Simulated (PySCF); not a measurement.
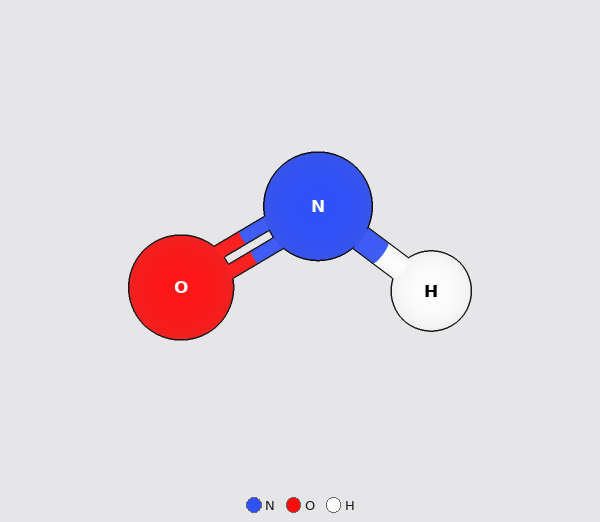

Rendered structure (ball-and-stick style).

Question: Give the formula.

Answer: HNO, 3 atoms: 1 hydrogen, 1 nitrogen and 1 oxygen.

Question: Count the bonded pairs by element.

Answer: 1 N–O, 1 N–H.

The parts below concern this one geometry. Atoms keep their numbers from picture to picture. The computed structure is the end point of a PBE0-D3(BJ)/def2-SVP optimisation. No frequency run is at hand to confirm it as a minimum.

Geometry

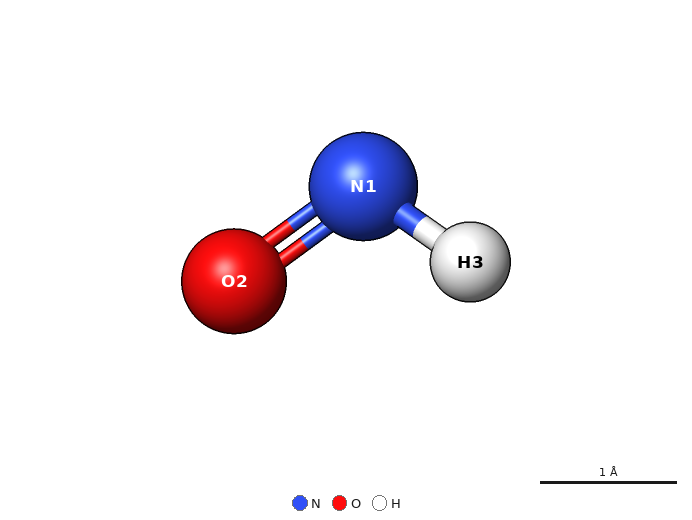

Atoms carry their numbers in the input. No frequency run is at hand to confirm it as a minimum.

Give the bond lengths.

```
 bond  length (Å)   order
N1–O2       1.189  double
N1–H3       1.071  single
```

Electronic properties

No frequency run is at hand to confirm it as a minimum. Properties computed with PBE0/aug-cc-pVDZ, gas phase (PySCF 2.14.0).

Question: Estimate the HOMO energy (Kohn–Sham orbital).

Answer: −7.10 eV.

Question: Estimate the HOMO–LUMO gap.

Answer: 4.25 eV.

Question: Give the dipole moment at this level.

Answer: 1.62 D.

Excitation

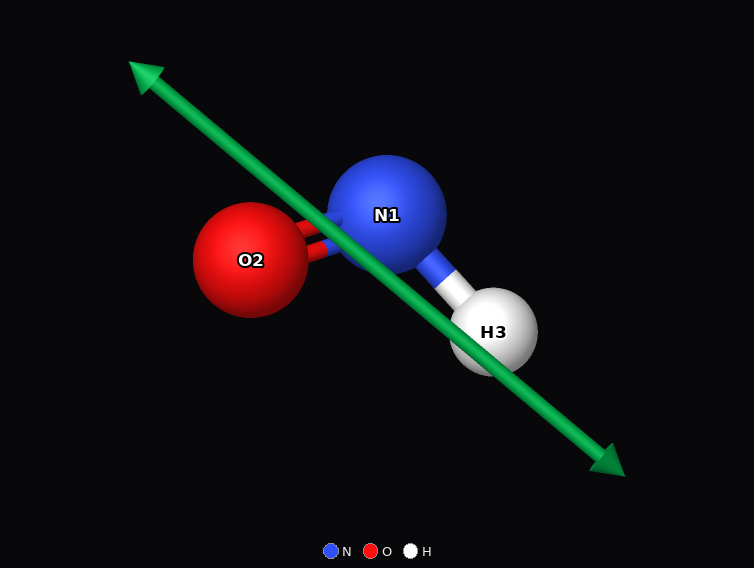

The double arrow shows the direction of the transition dipole to excited singlet state 2 (its length means nothing). No frequency run is at hand to confirm it as a minimum. Method: TDDFT PBE0/6-31+G*, vertical, gas phase, core orbitals frozen in the response (PySCF 2.14.0).

Question: How is the transition polarised?

Answer: In the molecular plane, nearly parallel to the N1–H3 bond.

Question: Give its energy, strength and character.

Answer: 6.41 eV (194 nm), oscillator strength 0.047, mainly HOMO → LUMO+1 (weight 0.99); transition dipole 1.40 D.

NMR shielding

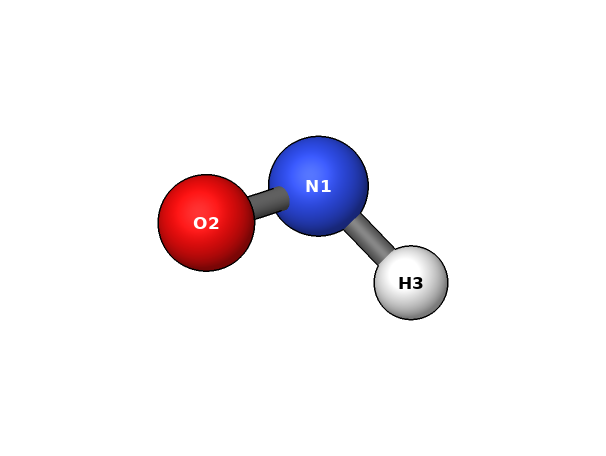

No frequency run is at hand to confirm it as a minimum. Properties computed with GIAO PBE0/6-311+G(2d,p) NMR shielding, non-relativistic, gas phase (PySCF 2.14.0). Principal shieldings σ11 ≤ σ22 ≤ σ33, span Ω = σ33 − σ11, skew κ = 3(σiso − σ22)/Ω.

Give the shielding tensors of the O atoms.

```json
{"atom": "O2", "σ11": "−6187.5", "σ22": "−715.7", "σ33": "345.3", "σiso": "−2186.0", "Ω": "6532.8", "κ": "−0.68"}
```

Shieldings and span in ppm.

Quadrupole coupling

No frequency run is at hand to confirm it as a minimum. Electric field gradients from the ground-state density, PBE0/IGLO-III (PySCF 2.14.0), non-relativistic apart from any core potentials.

Give the largest field-gradient component, the quadrupole coupling constant and the asymmetry for 14N at N1 (Q = 20.44 mb), 17O at O2 (Q = −25.6 mb), 2H at H3 (Q = 2.86 mb).

```
atom  V_zz (a.u.)  e²qQ/h (MHz)     η
  N1       −1.445         −6.94  0.76
  O2       −3.225         19.40  0.44
  H3        0.271         0.182  0.04
```
